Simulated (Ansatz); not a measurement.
Partial pair distribution functions of a relaxed model of amorphous Ge19Se38Ag3, broadened by 0.06 Å; density 4.91 g/cm³. Method: PBE-D3(BJ), scalar-relativistic without spin-orbit coupling, PAW (Ansatz default set, large-core Se) (plane waves to 420 eV; Ansatz, an electronic-structure program).

The cell was made by melting and quenching with the CHGNet potential and then relaxed with DFT. The hot cell started wider than the set density and was brought back towards it in steps. It is the lowest in DFT energy of 3 quenches. It is a model cell: composition and starting density were chosen by hand, and all elements were melted together. The geometry includes D3(BJ) dispersion. Its density started from a set value of 4.42 and ended at 4.91 g/cm³. Cooling (nominally 74 K/ps over its main leg) ran many orders faster than in experiment, which tends to leave more defects and strain. One small periodic cell is one sample of the glass; other quenches scatter about these values. Volume and shape were free in the relaxation.

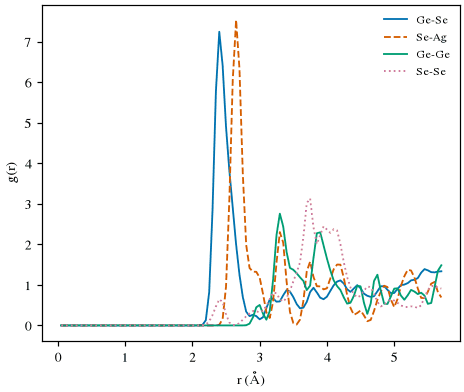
Partial pair distribution functions

Highest peaks under 4.5 Å: Ge-Se near 2.40 Å, Se-Ag near 2.65 Å, Ge-Ge near 3.30 Å, Se-Se near 3.75 Å; pairs of few atoms are noisy.

Within 2.94 Å each Ge has 3.63 Se neighbours on average.
